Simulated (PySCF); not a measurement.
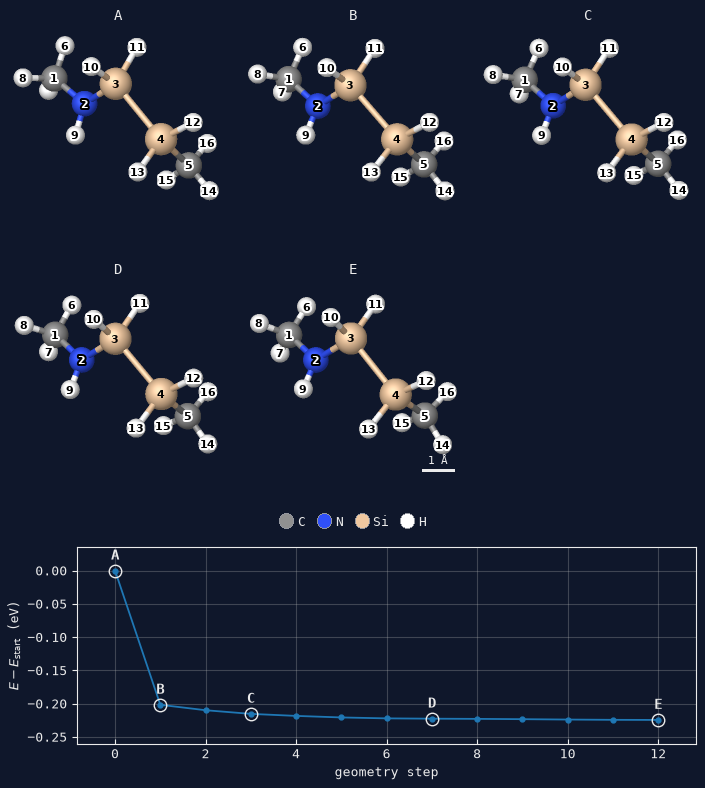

Frames of a relaxation of C2H11NSi2, marked on the history of the run. A ball-and-stick model, seen from a free direction.

The start comes from GFN2-xTB. Its atoms were then displaced at random by about 0.01 Å.

The calculation used PySCF, PBE0-D3(BJ)/def2-SVP geometry optimisation, gas phase. 

### Describe the path.

The energy falls by 0.224 eV in 12 geometry steps. The atom that moves furthest after the best rigid fit is H6 (0.44 Å). Largest moves by element: H 0.44 Å, N 0.20 Å, C 0.14 Å, Si 0.05 Å. Some distances before and after: Si4–H12 1.445 → 1.498 Å, Si3–H10 1.464 → 1.507 Å, C5–H16 1.060 → 1.101 Å, Si3–H11 1.461 → 1.499 Å. Among the angles between lasting bonds that change: Si4–Si3–H11 115.3° → 111.1°, N2–Si3–H11 103.6° → 107.1°, Si3–Si4–H13 111.5° → 108.2°. The run took 85 s on 1 thread of Arm Neoverse V2 (shared host). From step 0 to 1: H9 moves most (0.24 Å), energy −0.202 eV. From step 1 to 3: H7 moves most (0.08 Å), energy −0.014 eV. From step 3 to 7: H6 moves most (0.17 Å), energy −0.007 eV. From step 7 to 12: H16 moves most (0.17 Å), energy −0.002 eV.

| step | E − E(0), eV |
| --- | --- |
| 0 | 0.0000 |
| 1 | -0.2017 |
| 2 | -0.2099 |
| 3 | -0.2153 |
| 4 | -0.2184 |
| 5 | -0.2207 |
| 6 | -0.2221 |
| 7 | -0.2226 |
| 8 | -0.2229 |
| 9 | -0.2233 |
| 10 | -0.2239 |
| 11 | -0.2243 |
| 12 | -0.2245 |
